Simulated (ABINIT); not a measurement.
# KSrH3 (Pm-3m): from the cell to the phonon bands, part 4 of 4

How does KSrH3 (Pm-3m) vibrate, and is this structure a minimum?

ABINIT 10.8.3; DFT PBE, scalar-relativistic, plane waves, PseudoDojo norm-conserving pseudopotentials.

So far, lowest frequency on the path (cm⁻¹): step 11 (dispersion) -346. Also highest frequency (cm⁻¹): step 11 1278. The relaxed cell has a = 4.780 Å (conventional setting).

The structure was built from a prototype and need not be the compound's stable phase.

### Step 12. Density of states

Sums over the zone need many more wavevectors than were solved, so the interpolation is sampled on a dense mesh.

anaddb.abi

```
ddb_filepath "all_DDB"
output_file "anaddb.abo"
outdata_prefix "anaddb"
ifcflag 1
ngqpt 2 2 2
nqshft 1
q1shft 0.0 0.0 0.0
asr 1
chneut 1
dipdip 1
dipquad 0
quadquad 0
prtdos 2
ng2qpt 9 9 9
dosdeltae 4.5563e-06
ntemper 11
temperinc 100.0
tempermin 0.0
```

The run is started by

```
OMP_NUM_THREADS=1 anaddb anaddb.abi > anaddb.log
```

anaddb.abo, the main output file:

```text
-outvars_anaddb: echo values of input variables ----------------------

 Flags :
     ifcflag         1
 Miscellaneous information :
         asr         1
 Interatomic Force Constants Inputs :
      dipdip         1
     dipquad         0
    quadquad         0
      ifcana         0
      ifcout         0
 Description of grid 1 :
        brav         1
       ngqpt         2         2         2
      nqshft         1
      q1shft
                     0.00000000E+00  0.00000000E+00  0.00000000E+00
 Phonon DOS information :
   dosdeltae  4.55630000E-06
    dossmear  4.55633525E-06
 Description of grid 2 (Fourier interp. or BZ sampling):
      ng2qpt         9         9         9
      ngrids         4
      q2shft         0.00000000E+00  0.00000000E+00  0.00000000E+00

================================================================================

 read the DDB information and perform some checks

  ==== Info on the Cryst% object ====
 Real(R)+Recip(G) space primitive vectors, cartesian coordinates (Bohr,Bohr^-1):
 R(1)=  9.0332046  0.0000000  0.0000000  G(1)=  0.1107027  0.0000000  0.0000000
 R(2)=  0.0000000  9.0332046  0.0000000  G(2)=  0.0000000  0.1107027  0.0000000
 R(3)=  0.0000000  0.0000000  9.0332046  G(3)=  0.0000000  0.0000000  0.1107027
 Unit cell volume ucvol=  7.3709853E+02 bohr^3
 Angles (23,13,12)=  9.00000000E+01  9.00000000E+01  9.00000000E+01 degrees
 Time-reversal symmetry is present
 Reduced atomic positions [iatom, xred, symbol]:
    1)    0.0000000  0.0000000  0.0000000   K
    2)    0.5000000  0.5000000  0.5000000  Sr
    3)    0.5000000  0.5000000  0.0000000   H
    4)    0.5000000  0.0000000  0.5000000   H
    5)    0.0000000  0.5000000  0.5000000   H

 DDB file with 4 blocks has been read.

================================================================================

 Dielectric Tensor and Effective Charges

 anaddb : Zero the imaginary part of the Dynamical Matrix at Gamma,
   and impose the ASR on the effective charges

 The violation of the charge neutrality conditions
 by the effective charges is as follows :
    atom        electric field
 displacement     direction
       1               1       -0.005445        0.000000
       1               2        0.000000        0.000000
       1               3        0.000000        0.000000
       2               1        0.000000        0.000000
       2               2       -0.005445        0.000000
       2               3        0.000000        0.000000
       3               1        0.000000        0.000000
       3               2        0.000000        0.000000
       3               3       -0.005445        0.000000

 Effective charge tensors after
 imposition of the charge neutrality (if requested by user),
 and eventual restriction to some part :
   atom    displacement
         1         1    1.198278E+00    0.000000E+00    0.000000E+00
         1         2    0.000000E+00    1.198278E+00    0.000000E+00
         1         3    0.000000E+00    0.000000E+00    1.198278E+00
         2         1    1.759081E+00    0.000000E+00    0.000000E+00
         2         2    0.000000E+00    1.759081E+00    0.000000E+00
         2         3    0.000000E+00    0.000000E+00    1.759081E+00
         3         1   -9.037269E-01    0.000000E+00    0.000000E+00
         3         2    0.000000E+00   -9.037269E-01    0.000000E+00
         3         3    0.000000E+00    0.000000E+00   -1.149905E+00
         4         1   -9.037269E-01    0.000000E+00    0.000000E+00
         4         2    0.000000E+00   -1.149905E+00    0.000000E+00
         4         3    0.000000E+00    0.000000E+00   -9.037269E-01
         5         1   -1.149905E+00    0.000000E+00    0.000000E+00
         5         2    0.000000E+00   -9.037269E-01    0.000000E+00
         5         3    0.000000E+00    0.000000E+00   -9.037269E-01
 Now, the imaginary part of the dynamical matrix is zeroed

================================================================================

 Calculation of the interatomic forces

       Homogeneous q point set in the B.Z.
 Grid q points  :        8
  1)   0.00000000E+00  0.00000000E+00  0.00000000E+00
  2)   5.00000000E-01  0.00000000E+00  0.00000000E+00
  3)   0.00000000E+00  5.00000000E-01  0.00000000E+00
  4)   5.00000000E-01  5.00000000E-01  0.00000000E+00
  5)   0.00000000E+00  0.00000000E+00  5.00000000E-01
  6)   5.00000000E-01  0.00000000E+00  5.00000000E-01
  7)   0.00000000E+00  5.00000000E-01  5.00000000E-01
  8)   5.00000000E-01  5.00000000E-01  5.00000000E-01

 The interatomic forces have been obtained

================================================================================

 Calculation of phonon density of states

 Average speed of sound partial sums:     0.7911919658E-03 (at units)
-                                   =           1.7309 [km/s]

 Debye frequency from partial sums:     0.3413948834E-03 (Ha)
-                                 =     0.2246270425E+01 (THz)
-Debye temperature from partial sums:     0.1078039778E+03 (K)

 Average speed of sound:     0.4503427065E-04 (at units)
-                      =           0.0985 [km/s]

 Debye frequency from DOS:     0.1943203450E-04 (Ha)
-                        =     0.1278566449E+00 (THz)
-Debye temperature from DOS:     0.6136151176E+01 (K)

-
```

Wall time 2.1 s (1 thread of Arm Neoverse V2, shared host).

This step gave:

```
share of modes beyond 3i cm⁻¹ on the dense interpolated mesh : 0.2806
```

The phonon density of states has structure finer than the step of the table below, so its rows give means over 100 cm⁻¹, whole bins alone (the curve runs from -376 to 1307 cm⁻¹). Peaks (cm⁻¹: height): -78.6: 0.0328, -34.6: 0.0372, 75.4: 0.0300, 97.4: 0.0486, 141.4: 0.0341, 581.4: 0.0388, 1109.4: 0.0503.

Tetrahedra. Table of phonon density of states by wavenumber; means over each step:

```
wavenumber (cm⁻¹)  phonon density of states (1/cm⁻¹/cell)
             -300                                 0.00591
             -200                                 0.00719
             -100                                  0.0171
                0                                  0.0198
              100                                  0.0273
              200                                  0.0118
              300                                 0.00873
              400                                 0.00789
              500                                 0.00402
              600                                 0.00978
              700                                       0
              800                                       0
              900                                       0
             1000                                       0
             1100                                  0.0197
             1200                                 0.00777
```

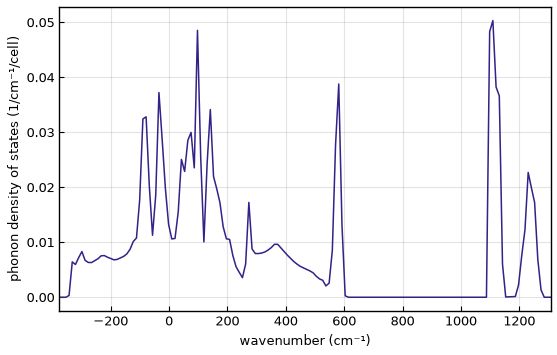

Phonon density of states against wavenumber.

### Step 13. What came out

```yaml
space_group_after_relaxation: Pm-3m
volume_per_atom: 21.8 Å³
highest_optical_zone_centre_mode_no_lo_to_term: 1101 cm⁻¹
lowest_optical_zone_centre_mode: -108.7 cm⁻¹
highest_mode_moved_by_the_lo_to_term: 1193 cm⁻¹
mean_high_frequency_dielectric_constant: 3.00
largest_born_charge_in_size_third_of_the_trace: 1.76 e
q_mesh: 2×2×2
lowest_mode_on_the_q_mesh_acoustic_ones_at_the_zone_centre_apart: -345.6 cm⁻¹
imaginary_modes_on_the_q_mesh: yes
```

**Reading.** KSrH3 (Pm-3m) is unstable: a mode solved on the 2×2×2 mesh is imaginary, 346i cm⁻¹; its spectrum reaches 1278 cm⁻¹. At the PBE level the optical modes of KSrH3 (Pm-3m) at the zone centre (no LO-TO term) run from 109i to 1101 cm⁻¹, so the structure is a saddle point, with 6 modes beyond 10i cm⁻¹ there. Along the directions run, the highest mode that the macroscopic field moves lies at 1193 cm⁻¹. The most unstable solved mode lies at q = (0.5, 0.5, 0.5), on the zone boundary, so the distortion that it points to doubles the cell. These are harmonic frequencies at zero temperature: anharmonic shifts and linewidths and thermal expansion are left out. The structure is a hypothetical one, built on a prototype.

[Host names and launcher messages were left out of these logs when they were recorded.]

[Logs are printed without paths, hosts, clocks, repeated set-up lines and the standing remarks that a program may print on its own settings, such as how far it seeks lower states.]

[Hosts, paths, dates, database ids (printed as entryN), source tags and the programs' standing remarks are cut or masked in the printed files.]
